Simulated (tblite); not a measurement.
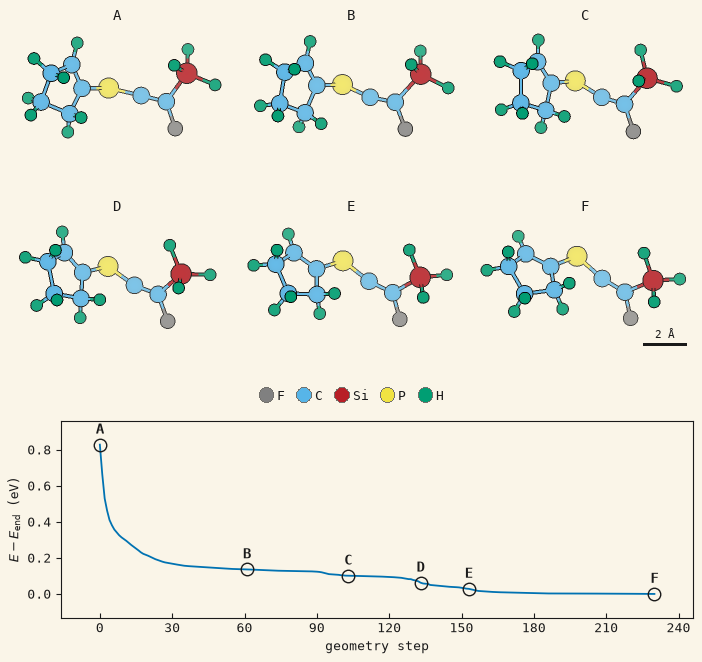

Frames of a relaxation of C₇H₁₀FPSi, marked on the history of the run. The picture is a ball-and-stick view, seen at a tilt.

Theory: GFN2-xTB geometry optimisation, gas phase in tblite 0.8.0. 

What happens along the run?

Answer. The atom that moves furthest after the best rigid fit is an H atom (2.23 Å). Largest moves by element: H 2.23 Å, C 1.09 Å, P 1.08 Å, Si 0.83 Å, F 0.81 Å. Some distances before and after: C–Si 1.836 → 1.903 Å, C–P 1.865 → 1.812 Å, H–Si 1.488 → 1.464 Å, C–H 1.098 → 1.077 Å. Bond angles that change, for instance: C–P–C 114.2° → 99.6°, F–C–Si 124.9° → 112.1°, Si–C–C 117.3° → 126.6°. Groups turn about C–P by about 75°, C–Si by about 55°, C–C by about 25°. After 230 geometry steps the energy has fallen by 0.828 eV. From step 0 to 61: an H atom moves most (0.75 Å), energy −0.692 eV. From step 61 to 103: an H atom moves most (0.93 Å), energy −0.035 eV. From step 103 to 133: an H atom moves most (0.85 Å), energy −0.039 eV. From step 133 to 153: an H atom moves most (0.72 Å), energy −0.034 eV. From step 153 to 230: H atoms move most (0.55 Å), energy −0.028 eV.

```tsv
step	E − E(0), eV
0	0.0000
1	-0.1642
2	-0.2984
3	-0.3655
4	-0.4176
5	-0.4469
6	-0.4707
7	-0.4870
8	-0.5025
9	-0.5143
10	-0.5238
22	-0.6294
33	-0.6673
45	-0.6810
56	-0.6898
68	-0.6960
79	-0.7003
91	-0.7058
103	-0.7270
114	-0.7304
126	-0.7409
137	-0.7782
149	-0.7918
161	-0.8153
172	-0.8210
184	-0.8250
195	-0.8257
207	-0.8262
218	-0.8268
230	-0.8280
```
